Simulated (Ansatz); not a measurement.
The structure below was relaxed with PBEsol (Ansatz, an electronic-structure program, PAW, no SOC).

```
CELL_PARAMETERS angstrom
      0.00000     2.55386     2.55386
      2.55386     0.00000     2.55386
      2.55386     2.55386     0.00000
ATOMIC_POSITIONS crystal
  Ta 0.00000 0.00000 0.00000
  C  0.25000 0.25000 0.25000
  C  0.75000 0.75000 0.75000
```

**Question.** Find the space group and the Wyckoff positions.

**Answer.** Space group Fm-3m (No. 225); a = 5.108 Å, b = 5.108 Å, c = 5.108 Å, α = 90.00°, β = 90.00°, γ = 90.00°

```json
[
 {"atom": "Ta", "site": "4a", "symmetry": "m-3m", "x": "0.0000", "y": "0.0000", "z": "0.0000"},
 {"atom": "C", "site": "8c", "symmetry": "-43m", "x": "0.2500", "y": "0.2500", "z": "0.2500"}
]
```

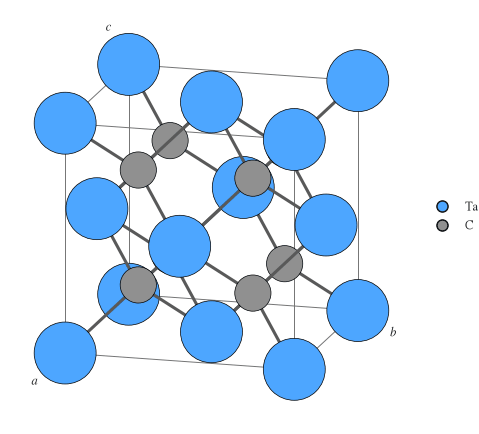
Fig. 1. The conventional cell

No phonon test of stability was made. The final runs are not spin-polarised. An odd electron count without spin: TaC2. The cell was made from TaGe2 by this change: Ge → C; the result is a hypothetical phase, not in the database extracts checked. TaC2 has a high density of states at the Fermi level and may be magnetic at this level.
